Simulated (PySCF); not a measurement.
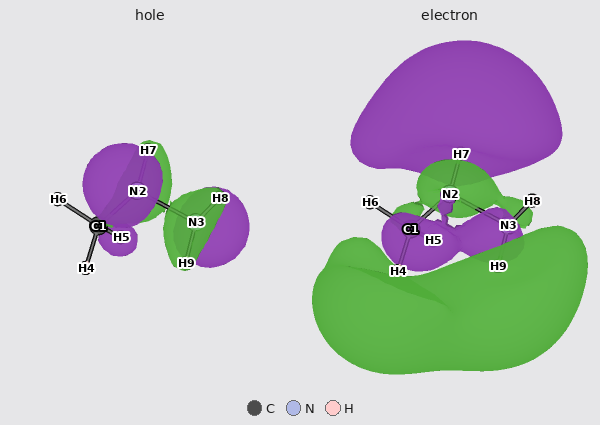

*CH₆N₂, SMILES `CNN`. Leading natural transition orbital pair of S₃ (TDA singlet states); the surfaces enclose about 78 % of each orbital's density.*

Computed with PySCF, PBE/def2-SVPD, geometry: GFN2-xTB. No frequency check shows the geometry to be a minimum.

Input script:

```python
import numpy as np
from pyscf import gto, scf, dft, tdscf
from pyscf.scf import atom_ks, atom_hf
from scipy.linalg import block_diag

def solve(mol, dm0=None, hcore=None):
    mf = (dft.UKS if mol.spin else dft.RKS)(mol, xc='pbe')
    mf.grids.level = 3
    mf = mf.density_fit(auxbasis='def2-universal-jkfit')
    mf.conv_tol, mf.max_cycle = 1e-8, 80
    if hcore is not None:
        mf.get_hcore = lambda *args: hcore
    mf.kernel(dm0)
    if not mf.converged:
        mf = mf.newton().run(mf.mo_coeff, mf.mo_occ, max_cycle=30)
    assert mf.converged, 'SCF not converged'
    return mf

mol = gto.M(atom='''
C      1.19026    -0.21734     0.03748
N     -0.02016     0.54891    -0.19707
N     -1.18595    -0.26692     0.15076
H      1.23347    -1.02555    -0.69418
H      1.24172    -0.65272     1.04278
H      2.04290     0.44058    -0.11661
H     -0.04495     1.32868     0.46097
H     -1.99923     0.29453    -0.09713
H     -1.17268    -1.05539    -0.49650
''', basis='def2-svpd', charge=0, spin=0, verbose=4)
mf = solve(mol)
td = mf.TDA()
td.nstates, td.singlet, td.conv_tol = 5, True, 1e-5
td.kernel()
td.analyze()
x, y = np.array([p[0] for p in td.xy]), np.array([p[1] + 0 * p[0] for p in td.xy])
f, mu = td.oscillator_strength(), td.transition_dipole()
nto = [td.get_nto(state=i + 1, verbose=4) for i in range(len(td.e))]
# spherically averaged free atoms, for the promolecule
atm = atom_ks.get_atm_nrks(mol, xc='pbe')
pro = block_diag(*[(atm[a[0]][2] * atm[a[0]][3]) @ atm[a[0]][2].T for a in mol._atom])
np.savez('result.npz', e=td.e, f=f, ok=td.converged, w=[n[0] for n in nto], nto=[n[1] for n in nto], x=x, y=y, c=mf.mo_coeff, occ=mf.mo_occ, eps=mf.mo_energy, pro=pro, mu=mu)
```

Command:

```sh
OMP_NUM_THREADS=1 python input.py
```

The run took 74 s on 1 thread of Arm Neoverse V2, with other jobs on the host, peak memory 0.56 GiB.

**Where does the state lie, and where do hole and electron sit?**

5.40 eV (230 nm), f = 0.013, diffuse (Rydberg-like) orbital; the leading pair carries 100 %; hole on N2 (43 %), N3 (35 %) and C1 (5 %), electron on H7 (34 %), H9 (18 %) and H4 (13 %) (atom shares of so diffuse an orbital are rough); their centroids lie 0.4 Å apart. In canonical orbitals it is mainly HOMO → LUMO+2 (95 %). The HOMO–LUMO gap is 4.32 eV.
